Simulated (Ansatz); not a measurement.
Geometry relaxation, with input and output: SnNH7O2 (part 2 of 2)

The same run, continued: SnNH7O2; RKS B3LYP-D4/def2-SVP (Ansatz 0.2.0). It belongs to a series of runs on one base structure; here: end point A relaxed.

Geometry of the input (Å):
```
Sn -0.1397  -0.2683  0.1514
H  -0.0648  -0.0439  1.8655
O  1.7668  -0.3001  -0.4374
H  1.9119  -0.7724  -1.2707
O  -0.9783  1.4068  -0.5369
H  -1.4019  1.3086  -1.4038
H  -0.9651  -1.6347  -0.5025
N  1.4277  2.2974  1.4994
H  2.1072  1.8157  0.9088
H  0.7333  2.6900  0.8603
H  0.9274  1.5398  2.0035
```

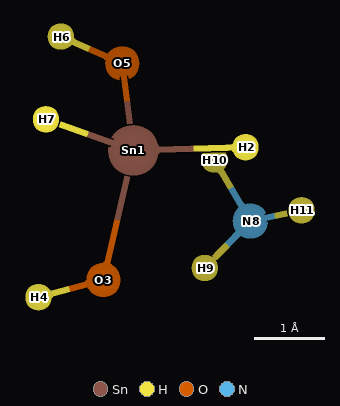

Figure 1. The geometry at step 4 of the log (ball-and-stick view, seen at a tilt; atoms are numbered from 1 in the order of the input).

What the program printed, continued:
```
relax step   8: F+E_penalty+E_count = -11527.55591276 eV  Δ(F+E_penalty+E_count) = -1.439e-4 eV  max|allowed force component| = 4.353e-2 eV/Å  Δτ_max = 0.0172 Å  (25 SCF iters, accepted)
these checks for a lower state are left out or cut short: starts, cluster_reference, orbital_swaps, neighbouring_geometries, increment
1192 factors; integrals over basis functions are off by at most 4.1e-4 eV
mean field -11527.25660396 eV, -423.6188667403 hartree, gradient 8.5e-6 eV, S^2 0.000000; 0 other end points of the search recorded, 0 dependent functions left out
the calculation of the forces begins
reference -11527.25687578 eV, -423.6188767294 hartree; 26, 26 occupied and 77, 77 virtual orbitals, 1192 factors
relax step   9: F+E_penalty+E_count = -11527.55602162 eV  Δ(F+E_penalty+E_count) = -1.089e-4 eV  max|allowed force component| = 9.384e-3 eV/Å  Δτ_max = 0.0102 Å  (25 SCF iters, accepted)
1192 factors; integrals over basis functions are off by at most 4.1e-4 eV
mean field -11527.25660396 eV, -423.6188667403 hartree, gradient 8.5e-6 eV, S^2 0.000000; 1 other end points of the search recorded, 0 dependent functions left out
the calculation of the forces begins
reference -11527.25687578 eV, -423.6188767294 hartree; 26, 26 occupied and 77, 77 virtual orbitals, 1192 factors
Total energy: -11527.55629344 eV, -423.6298801257 hartree
Atom 0 at    -0.203246    -0.369072     0.176724 Å, force     0.000193    -0.003191     0.002636 eV/Å
Atom 1 at    -0.353207    -0.504752     1.864772 Å, force    -0.000617    -0.000806     0.000016 eV/Å
Atom 2 at     1.758210    -0.355132    -0.223782 Å, force     0.001210     0.000603     0.002054 eV/Å
Atom 3 at     1.962439    -0.612176    -1.133831 Å, force     0.001764     0.000176    -0.001540 eV/Å
Atom 4 at    -1.024796     1.385744    -0.325886 Å, force     0.000025     0.002100     0.003942 eV/Å
Atom 5 at    -1.276987     1.434738    -1.258569 Å, force    -0.001171     0.002001    -0.003798 eV/Å
Atom 6 at    -0.927050    -1.587349    -0.806802 Å, force    -0.000709    -0.000083    -0.000802 eV/Å
Atom 7 at     1.496897     2.401299     1.228417 Å, force     0.000841     0.006613    -0.009384 eV/Å
Atom 8 at     2.016772     1.660384     0.754361 Å, force    -0.000983    -0.002151     0.002658 eV/Å
Atom 9 at     0.627553     2.530750     0.707398 Å, force     0.000039    -0.001256     0.000789 eV/Å
Atom 10 at     1.247914     2.054565     2.154697 Å, force    -0.000593    -0.004006     0.003429 eV/Å
Dipole moment:    -0.397708    -0.668499    -0.442605 e Å
```

Trajectory as extended XYZ (Å, eV, eV/Å), 9 frames, from step=1 to step=9:
```
11
Properties=species:S:1:pos:R:3:forces:R:3 step=1 energy=-11527.38475
Sn   -0.1397   -0.2683    0.1514    0.0265   0.0894   0.3521
H    -0.0648   -0.0439    1.8655   -0.2116  -0.3584  -0.3891
O     1.7668   -0.3001   -0.4374    0.0616  -0.0594  -0.0600
H     1.9119   -0.7724   -1.2707   -0.0301   0.0476   0.0679
O    -0.9783    1.4068   -0.5369   -0.0943   0.0203  -0.1084
H    -1.4019    1.3086   -1.4038    0.0794  -0.0054   0.1252
H    -0.9651   -1.6347   -0.5025    0.0029   0.0012   0.0076
N     1.4277    2.2974    1.4994   -0.3956  -0.5300   0.3147
H     2.1072    1.8157    0.9088    0.0731  -0.0254  -0.0494
H     0.7333    2.6900    0.8603   -0.0194   0.0363  -0.0251
H     0.9274    1.5398    2.0035    0.5075   0.7838  -0.2354
11
Properties=species:S:1:pos:R:3:forces:R:3 step=2 energy=-11527.47261
Sn   -0.1497   -0.2832    0.1464   -0.0191  -0.0416  -0.1146
H    -0.1698   -0.2112    1.8366   -0.0211  -0.0235   0.1463
O     1.7635   -0.3128   -0.4285    0.0213   0.0064   0.0342
H     1.9085   -0.7584   -1.2754   -0.0348   0.0301   0.0338
O    -0.9886    1.3994   -0.5279   -0.0120   0.0232   0.0194
H    -1.3861    1.3115   -1.4063    0.0469  -0.0155   0.0499
H    -0.9697   -1.6442   -0.5184   -0.0082  -0.0192  -0.1102
N     1.4702    2.3640    1.4720   -0.3701  -0.5560   0.0963
H     2.1047    1.8063    0.8897   -0.0498   0.0757   0.0679
H     0.7264    2.6829    0.8407    0.0953  -0.0150   0.0806
H     1.0151    1.6846    2.1085    0.3516   0.5353  -0.3034
11
Properties=species:S:1:pos:R:3:forces:R:3 step=3 energy=-11527.51084
Sn   -0.2078   -0.3765    0.1705    0.0173   0.0367   0.1447
H    -0.2648   -0.3635    1.8763   -0.0542  -0.0937  -0.0854
O     1.7365   -0.3510   -0.2930    0.0630  -0.1633  -0.4324
H     1.8931   -0.6272   -1.2152    0.0026   0.1068   0.3677
O    -1.0147    1.3638   -0.3906   -0.1428  -0.0264  -0.4603
H    -1.2557    1.3622   -1.3361    0.0667   0.0602   0.3865
H    -0.9784   -1.6668   -0.6964    0.0649   0.1086   0.0712
N     1.4953    2.4028    1.3657   -0.1042  -0.1518   0.1566
H     2.1093    1.8057    0.8044   -0.1411  -0.0105   0.0588
H     0.7235    2.6867    0.7554    0.0495  -0.1360   0.0712
H     1.0883    1.8028    2.0964    0.1782   0.2695  -0.2786
11
Properties=species:S:1:pos:R:3:forces:R:3 step=4 energy=-11527.53500
Sn   -0.1875   -0.3425    0.1987   -0.1122  -0.1864  -0.1467
H    -0.3707   -0.5324    1.8921    0.0769   0.1134  -0.1674
O     1.7557   -0.3304   -0.2584    0.1562   0.0753   0.1745
H     1.9635   -0.6884   -1.1317   -0.0793  -0.0131  -0.0304
O    -1.0022    1.3924   -0.3584   -0.0131   0.1780   0.1649
H    -1.3501    1.4001   -1.2602    0.0282  -0.0783  -0.0218
H    -0.9058   -1.5542   -0.8009   -0.0239  -0.0354   0.0382
N     1.5107    2.4217    1.2667   -0.1685  -0.2457   0.0939
H     2.0495    1.7177    0.7565    0.0372   0.0160  -0.0128
H     0.6715    2.5898    0.7062    0.0056   0.0363  -0.0097
H     1.1899    1.9652    2.1269    0.0927   0.1399  -0.0826
11
Properties=species:S:1:pos:R:3:forces:R:3 step=5 energy=-11527.55189
Sn   -0.1850   -0.3405    0.1815   -0.0125  -0.0120   0.2108
H    -0.3246   -0.4614    1.8807   -0.0044  -0.0138  -0.1231
O     1.7770   -0.3477   -0.2201   -0.0227   0.0160  -0.0115
H     1.9733   -0.6154   -1.1281    0.0250  -0.0174  -0.0390
O    -1.0246    1.4067   -0.3212    0.0250  -0.0151  -0.0075
H    -1.2853    1.4436   -1.2514   -0.0263   0.0154  -0.0458
H    -0.9173   -1.5687   -0.7814   -0.0044  -0.0067  -0.0209
N     1.4744    2.3667    1.2319    0.0220   0.0370  -0.0077
H     2.0195    1.6591    0.7365   -0.0102  -0.0069   0.0167
H     0.6278    2.5312    0.6844   -0.0013  -0.0123   0.0189
H     1.1892    1.9653    2.1247    0.0099   0.0156   0.0089
11
Properties=species:S:1:pos:R:3:forces:R:3 step=6 energy=-11527.55520
Sn   -0.1920   -0.3503    0.1823    0.0226   0.0394  -0.0185
H    -0.3321   -0.4684    1.8722   -0.0072  -0.0086   0.0030
O     1.7675   -0.3417   -0.2353   -0.0194  -0.0063   0.0027
H     1.9655   -0.6285   -1.1379   -0.0038   0.0019   0.0051
O    -1.0158    1.3993   -0.3405    0.0023  -0.0221   0.0085
H    -1.2864    1.4306   -1.2690    0.0029  -0.0030   0.0059
H    -0.9215   -1.5771   -0.7838   -0.0095  -0.0172  -0.0092
N     1.4845    2.3835    1.2376   -0.0161  -0.0064   0.0154
H     2.0086    1.6576    0.7457    0.0125   0.0012  -0.0161
H     0.6178    2.5283    0.7167    0.0048   0.0096  -0.0240
H     1.2284    2.0056    2.1495    0.0109   0.0115   0.0273
11
Properties=species:S:1:pos:R:3:forces:R:3 step=7 energy=-11527.55577
Sn   -0.1983   -0.3605    0.1767    0.0037  -0.0027   0.0245
H    -0.3441   -0.4878    1.8673   -0.0023  -0.0060  -0.0224
O     1.7627   -0.3502   -0.2298   -0.0084  -0.0074  -0.0229
H     1.9633   -0.6195   -1.1376   -0.0019   0.0080   0.0232
O    -1.0235    1.3916   -0.3323   -0.0010  -0.0079  -0.0207
H    -1.2844    1.4320   -1.2635    0.0058   0.0038   0.0210
H    -0.9249   -1.5835   -0.7999    0.0019   0.0039   0.0029
N     1.4916    2.3938    1.2310   -0.0138  -0.0215   0.0498
H     2.0160    1.6556    0.7575   -0.0051   0.0075  -0.0033
H     0.6221    2.5218    0.7097    0.0089   0.0027  -0.0022
H     1.2439    2.0457    2.1585    0.0122   0.0195  -0.0499
11
Properties=species:S:1:pos:R:3:forces:R:3 step=8 energy=-11527.55591
Sn   -0.2010   -0.3668    0.1775   -0.0047  -0.0035  -0.0030
H    -0.3513   -0.5024    1.8660    0.0028   0.0017  -0.0045
O     1.7597   -0.3529   -0.2276   -0.0004  -0.0036  -0.0057
H     1.9616   -0.6167   -1.1365   -0.0009   0.0037   0.0104
O    -1.0224    1.3876   -0.3280   -0.0031  -0.0013  -0.0071
H    -1.2796    1.4328   -1.2597    0.0025   0.0002   0.0091
H    -0.9271   -1.5876   -0.8026    0.0039   0.0067   0.0025
N     1.4959    2.4000    1.2316   -0.0075  -0.0130   0.0276
H     2.0176    1.6615    0.7554   -0.0093   0.0052   0.0036
H     0.6300    2.5366    0.7063    0.0092  -0.0123   0.0105
H     1.2411    2.0469    2.1551    0.0076   0.0162  -0.0435
11
Properties=species:S:1:pos:R:3:forces:R:3 step=9 energy=-11527.55602
Sn   -0.2032   -0.3691    0.1767    0.0002  -0.0032   0.0026
H    -0.3532   -0.5048    1.8648   -0.0006  -0.0008   0.0000
O     1.7582   -0.3551   -0.2238    0.0012   0.0006   0.0021
H     1.9624   -0.6122   -1.1338    0.0018   0.0002  -0.0015
O    -1.0248    1.3857   -0.3259    0.0000   0.0021   0.0039
H    -1.2770    1.4347   -1.2586   -0.0012   0.0020  -0.0038
H    -0.9271   -1.5873   -0.8068   -0.0007  -0.0001  -0.0008
N     1.4969    2.4013    1.2284    0.0008   0.0066  -0.0094
H     2.0168    1.6604    0.7544   -0.0010  -0.0022   0.0027
H     0.6276    2.5307    0.7074    0.0000  -0.0013   0.0008
H     1.2479    2.0546    2.1547   -0.0006  -0.0040   0.0034
```

Key numbers:

| quantity | value |
| --- | --- |
| outcome | converged |
| total energy | −11527.5563 eV |
| mean-field energy | −11527.2569 eV |
| largest force (length of the vector) at the end | 0.012 eV/Å |
| hardware | 2 threads of Arm Neoverse V2, 24 GiB of memory available, shared host |
| wall time | 27 s (CPU time 52 s) |
| peak memory | 0.23 GiB |
